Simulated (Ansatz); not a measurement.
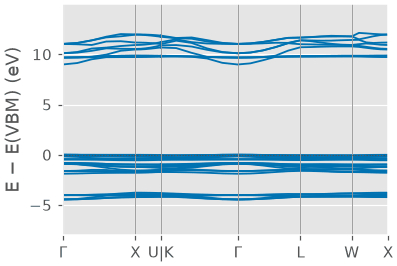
Figure. Band structure from DFT-HSE06 in the program Ansatz with PAW potentials

Q: Read off the gap and where the band edges lie.

A: About 9.0 eV (8.99 eV among the points solved); maximum at Γ, minimum at Γ.

The material is Cs$_{2}$KScF$_{6}$ in space group Fm-3m (No. 225; K on 4b, Cs on 8c, Sc on 4a, F on 24e).

The first step of the workflow began from a Materials Project structure, measured or hypothetical; the Crystallography Open Database copy checked does not list it. Whether it is the stable phase at ambient conditions was not checked. The cell was relaxed with HSE06 under the symmetry of its start; its stability against distortions is not shown here. No spin polarisation was allowed. The hybrid was solved on a coarse mesh, the path and, where they were found, the r²SCAN edge points; its band edges are the extreme levels among these. Scalar-relativistic: spin–orbit coupling is off unless named, which matters more the heavier the elements.

Potentials: the later of the program's two PAW sets.
